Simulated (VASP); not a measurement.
# In2Pt3 with PBEsol: from relaxation to properties, part 6 of 6

Aim: relax In2Pt3, then compute properties on the relaxed cell. The start is a computed cell from the Materials Project.

VASP 6.6.1; PBEsol; plane waves and PAW (In_d, Pt).

Still holding for the runs below: The k-mesh is coarse for a metal.

So far. Step 11 (Volume scan with PBEsol, volume scale 1.02): The run ends at a pressure of -3.23 GPa, with forces up to 0.11 eV/Å.

## (12) Volume scan with PBEsol, volume scale 1.04

INCAR

```
SYSTEM = In2Pt3
PREC = Accurate
ENCUT = 400
EDIFF = 1E-06
NELM = 100
ISMEAR = 1
SIGMA = 0.2
LREAL = .FALSE.
ALGO = Normal
GGA = PS
NBANDS = 138
LASPH = .TRUE.
LORBIT = 11
LWAVE = .FALSE.
LCHARG = .FALSE.
KPAR = 4
NCORE = 2
ISIF = 2
```

POSCAR

```
In2Pt3
1.0
    5.6464491471      0.0000000000      0.0000000000
   -2.8232245735      4.8899684025      0.0000000000
    0.0000000000      0.0000000000     13.9559883589
In Pt
8 12
Direct
    0.0000000000      0.0000000000      0.2500000000
    0.0000000000      0.0000000000      0.7500000000
    0.3333333300      0.6666666700      0.2500000000
    0.6666666700      0.3333333300      0.7500000000
    0.3333333300      0.6666666700      0.9160549550
    0.3333333300      0.6666666700      0.5839450450
    0.6666666700      0.3333333300      0.0839450450
    0.6666666700      0.3333333300      0.4160549550
    0.1657347159      0.3314694418      0.0895791287
    0.6685305582      0.8342652841      0.0895791287
    0.1657347159      0.8342652841      0.0895791287
    0.6685305582      0.8342652841      0.4104208713
    0.1657347159      0.3314694418      0.4104208713
    0.1657347159      0.8342652841      0.4104208713
    0.8342652841      0.6685305582      0.9104208713
    0.3314694418      0.1657347159      0.9104208713
    0.8342652841      0.1657347159      0.9104208713
    0.3314694418      0.1657347159      0.5895791287
    0.8342652841      0.6685305582      0.5895791287
    0.8342652841      0.1657347159      0.5895791287
```

KPOINTS

```
Automatic mesh
0
Gamma
4 4 2
0 0 0
```

PAW data sets: In_d and Pt (PBE family, release 64).

The run is started by

```bash
$ mpirun -np 8 vasp_std
```

What it wrote:

```text
[... set-up lines as in an earlier step ...]
 entering main loop
       N       E                     dE             d eps       ncg     rms          rms(c)
DAV:   1     0.262326155189E+04    0.26233E+04   -0.80247E+04  2216   0.176E+03
DAV:   2     0.375909591394E+03   -0.22474E+04   -0.21516E+04  2272   0.518E+02
DAV:   3    -0.745008487531E+02   -0.45041E+03   -0.40278E+03  2258   0.216E+02
DAV:   4    -0.120557300723E+03   -0.46056E+02   -0.43355E+02  2904   0.696E+01
[...]
DAV:  13    -0.116947469341E+03   -0.28095E-05   -0.24191E-05  3024   0.189E-02    0.123E-02
DAV:  14    -0.116947472715E+03   -0.33742E-05   -0.52136E-06  1960   0.733E-03    0.549E-03
DAV:  15    -0.116947472847E+03   -0.13232E-06   -0.47572E-07  1552   0.492E-03
   1 F= -.11694747E+03 E0= -.11695017E+03  d E =0.810216E-02
```

Run time: 45 s. Hardware: 8 MPI ranks of AMD EPYC 9R45, shared host; peak memory 2.5 GiB.

Parts of OUTCAR (step 12):

```text
  Total      -15.2107324    -15.2107324    -13.4443428     -0.0000000     -0.0000000      0.0000000
  in kB      -63.2438991    -63.2438991    -55.8995210     -0.0000000     -0.0000000      0.0000000
  external PRESSURE =     -60.7957730 kB  Pullay stress =       0.0000000 kB

 POSITION                                       TOTAL-FORCE (eV/Angst)
 -----------------------------------------------------------------------------------
      0.00000      0.00000      3.48900        -0.000000     -0.000000     -0.000000
      0.00000      0.00000     10.46699        -0.000000     -0.000000     -0.000000
     -0.00000      3.25998      3.48900        -0.000000     -0.000000     -0.000000
      2.82322      1.62999     10.46699        -0.000000      0.000000     -0.000000
     -0.00000      3.25998     12.78445        -0.000000     -0.000000      0.217437
     -0.00000      3.25998      8.14953        -0.000000     -0.000000     -0.217437
      2.82322      1.62999      1.17154        -0.000000      0.000000     -0.217437
      2.82322      1.62999      5.80646        -0.000000      0.000000      0.217437
     -0.00000      1.62088      1.25017        -0.000000     -0.021892      0.019394
      1.41951      4.07953      1.25017         0.018959      0.010946      0.019394
     -1.41951      4.07953      1.25017        -0.018959      0.010946      0.019394
      1.41951      4.07953      5.72783         0.018959      0.010946     -0.019394
     -0.00000      1.62088      5.72783        -0.000000     -0.021892     -0.019394
     -1.41951      4.07953      5.72783        -0.018959      0.010946     -0.019394
[...]
-----------------------------------------------------------------------------------
    total drift:                               -0.000000     -0.000000      0.000000

  FREE ENERGIE OF THE ION-ELECTRON SYSTEM (eV)
  ---------------------------------------------------
  free  energy   TOTEN  =      -116.9474728472 eV

  energy  without entropy=     -116.9555750027  energy(sigma->0) =     -116.95017357

[... 1 part as in an earlier step ...]

[... 2 further parts left out ...]
[key lines of the parts left out:]
E-fermi :   8.8277
```

The pressure falls from -3.23 to -6.08 GPa.

The run ends at a pressure of -6.08 GPa, with forces up to 0.22 eV/Å.

## (13) Volume scan with PBEsol, volume scale 1.06

A prediction first. A parabola through the 6 pressures of evenly scaled cells so far, P = -0.01 -173.1 t +480 t² GPa with t = ln(V/V₁) and V₁ the volume at scale 1, gives -8.47 GPa at t = +0.0583.

INCAR is that of step 12.

POSCAR: that of step 12 with these lines changed.

```diff
@@ -2,5 +2,5 @@
 1.0
-    5.6464491471      0.0000000000      0.0000000000
-   -2.8232245735      4.8899684025      0.0000000000
-    0.0000000000      0.0000000000     13.9559883589
+    5.6824147610      0.0000000000      0.0000000000
+   -2.8412073805      4.9211155378      0.0000000000
+    0.0000000000      0.0000000000     14.0448824012
 In Pt
```

KPOINTS is that of step 12.

The run is started by

```bash
$ mpirun -np 8 vasp_std
```

What it wrote:

```text
[... set-up lines as in an earlier step ...]
 entering main loop
       N       E                     dE             d eps       ncg     rms          rms(c)
DAV:   1     0.259954719940E+04    0.25995E+04   -0.80512E+04  2216   0.174E+03
DAV:   2     0.363401156282E+03   -0.22361E+04   -0.21393E+04  2272   0.512E+02
DAV:   3    -0.766350879421E+02   -0.44004E+03   -0.39395E+03  2288   0.213E+02
DAV:   4    -0.120347288963E+03   -0.43712E+02   -0.41142E+02  2928   0.672E+01
[...]
DAV:  13    -0.116612000342E+03   -0.37278E-05   -0.24624E-05  3008   0.196E-02    0.126E-02
DAV:  14    -0.116612004127E+03   -0.37854E-05   -0.52818E-06  1992   0.747E-03    0.531E-03
DAV:  15    -0.116612004271E+03   -0.14377E-06   -0.61824E-07  1584   0.625E-03
   1 F= -.11661200E+03 E0= -.11661470E+03  d E =0.809917E-02
```

The job ended after 46 s (8 MPI ranks; peak memory 2.5 GiB).

From OUTCAR (step 13):

```text
  Total      -21.8815187    -21.8815187    -19.3662171     -0.0000000      0.0000000      0.0000000
  in kB      -89.2634041    -89.2634041    -79.0024900     -0.0000000      0.0000000      0.0000000
  external PRESSURE =     -85.8430994 kB  Pullay stress =       0.0000000 kB

 POSITION                                       TOTAL-FORCE (eV/Angst)
 -----------------------------------------------------------------------------------
      0.00000      0.00000      3.51122         0.000000      0.000000      0.000000
      0.00000      0.00000     10.53366         0.000000      0.000000      0.000000
     -0.00000      3.28074      3.51122         0.000000      0.000000      0.000000
      2.84121      1.64037     10.53366         0.000000      0.000000      0.000000
     -0.00000      3.28074     12.86588         0.000000      0.000000      0.311858
     -0.00000      3.28074      8.20144         0.000000      0.000000     -0.311858
      2.84121      1.64037      1.17900         0.000000      0.000000     -0.311858
      2.84121      1.64037      5.84344         0.000000      0.000000      0.311858
     -0.00000      1.63120      1.25813         0.000000     -0.030571      0.029784
      1.42855      4.10552      1.25813         0.026475      0.015285      0.029784
     -1.42855      4.10552      1.25813        -0.026475      0.015285      0.029784
      1.42855      4.10552      5.76431         0.026475      0.015285     -0.029784
     -0.00000      1.63120      5.76431         0.000000     -0.030571     -0.029784
     -1.42855      4.10552      5.76431        -0.026475      0.015285     -0.029784
[...]
-----------------------------------------------------------------------------------
    total drift:                               -0.000000     -0.000000      0.000000

  FREE ENERGIE OF THE ION-ELECTRON SYSTEM (eV)
  ---------------------------------------------------
  free  energy   TOTEN  =      -116.6120042710 eV

  energy  without entropy=     -116.6201034389  energy(sigma->0) =     -116.61470399

[... 1 part as in an earlier step ...]

[... 2 further parts left out ...]
[key lines of the parts left out:]
E-fermi :   8.5455
```

The pressure falls from -6.08 to -8.58 GPa. The parabola predicted -8.47 GPa, +0.11 GPa off.

## (14) The series together

Times are for 8 MPI ranks of AMD EPYC 9R45, shared host. The series side by side:

```tsv
no.	volume scale	energy above the lowest point (meV/atom)	pressure (GPa)	time	memory (GiB)
1	0.94	41.72	12.55	37 s	2.3
2	0.96	17.96	7.831	37 s	2.2
3	0.98	4.46	3.667	40 s	2.2
4	1	0	-0.001594	40 s	2.3
5	1.02	3.53	-3.235	44 s	2.5
6	1.04	14.09	-6.080	45 s	2.5
7	1.06	30.86	-8.584	46 s	2.5
```

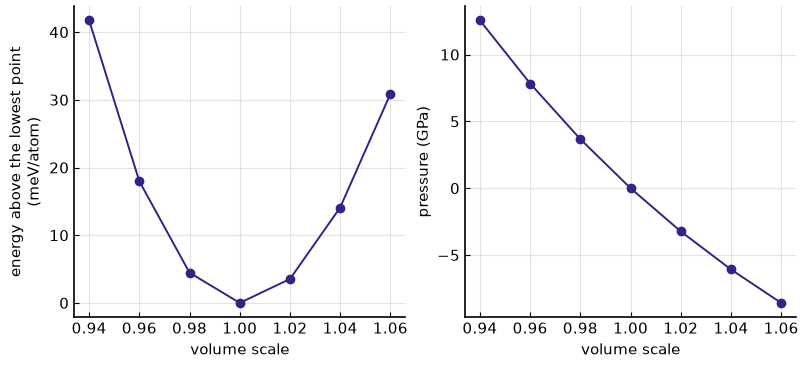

The series as plots.

## (15) Fit for PBEsol

This step: Birch-Murnaghan fit, PBEsol; plane waves and PAW (VASP 6.6.1).

No new run; the numbers come from the runs before.

Numbers from this step:

```
pressure derivative of the bulk modulus : 5.273
r.m.s. error of the fit                 : 2.32e-6 eV/atom
minimum inside the sampled range        : yes
bulk modulus                            : 171.6 GPa
equilibrium volume of the fit           : 18.54 Å³/atom
```

Energy above the fitted minimum against volume:

```tsv
volume (Å³/atom)	energy above the fitted minimum (eV/atom)
17.414	0.0417
17.785	0.0180
18.155	0.00446
18.526	3.5e-6
18.896	0.00353
19.267	0.0141
19.637	0.0309
```

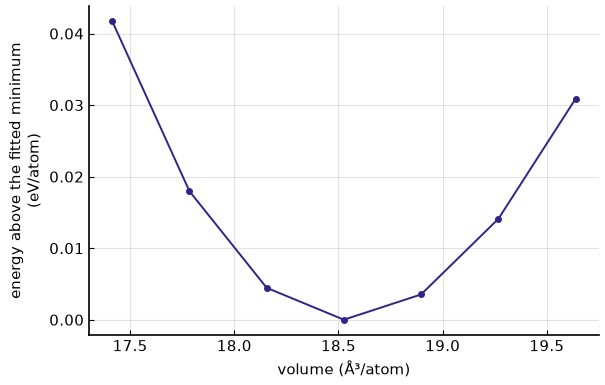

Energy above the fitted minimum, plotted against volume.

The fitted volume lies +0.08 % from the relaxed one. The atoms bear forces along the scan, since they were held; freeing them would lower the modulus.

## (16) Outcome

```yaml
relaxed_volume: 18.53 Å³/atom
relaxed_conventional_cell_a_b_c: 5.573, 5.573, 13.775 Å; angles 90.0, 90.0, 120.0°
space_group_after_relaxing_within_0p02_a: P6_3/mmc (No. 194)
band_gap: none, a metal
dos_at_the_fermi_level: 0.606 states/eV/cell
bulk_modulus_from_the_fit: 172 GPa
volume_from_the_fit: 18.5 Å³/atom
```

With PBEsol, In2Pt3 relaxes to 18.53 Å³/atom in space group P6_3/mmc (held by the symmetry of the run), comes out as a metal and has a bulk modulus of 172 GPa at fixed shape and positions, an upper bound. Band structure (PBEsol): Of the bands kept, 4 cross the Fermi level on this path. Spin-orbit coupling is left out, and with elements this heavy it would split and shift bands near the Fermi level. The k-sampling is coarse for a metal, so the Fermi level, pressures and the shape of the cell carry errors. No search among competing phases was made, and a listed structure need not be the one stable at ambient conditions. All values are for a static lattice at zero temperature.

[Lines on the potential files, build, host, timing and source positions are cut from VASP's logs without a mark.]

[Logs are printed without paths, hosts, clocks, repeated set-up lines and the standing remarks that a program may print on its own settings, such as how far it seeks lower states.]

[Hosts, paths, dates, database ids (printed as entryN), source tags and the programs' standing remarks are cut or masked in the printed files.]

[A measured line is paired with the nearest computed mode of its activity, which favours agreement.]
